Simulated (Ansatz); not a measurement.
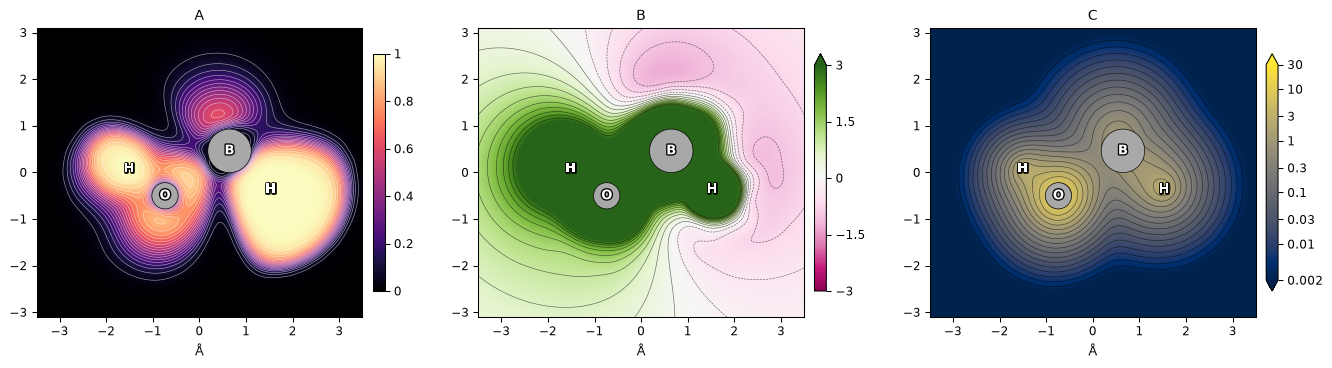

BH5O: 3 fields on the plane of atoms B1, O2 and H7, with unlabelled colour scales. Grey discs cover the atomic cores.

The product side of a reaction path; geometry: PBE0-D4/def2-TZVP.

Method: RKS PBE0-D4/def2-TZVPP in Ansatz 0.2.0.

### The panels show electron density, electron localisation function and electrostatic potential in some order. Assign them.

Panel A: electron localisation function. Panel B: electrostatic potential (strongly positive close to the atoms, with negative regions outside electron-rich atoms). Panel C: electron density. From the grid: B–O (1.69 Å): the density is about 0.9 e/Å³ at the midpoint, with its minimum of 0.53 e/Å³ about 0.5 Å from B; the ELF peaks at about 0.90 between the atoms; a polar covalent bond. O–H (0.96 Å): the density is about 3.9 e/Å³ at the midpoint; the ELF climbs to about 1 towards the hydrogen, as it does in any bond to H (an ordinary covalent bond to hydrogen).
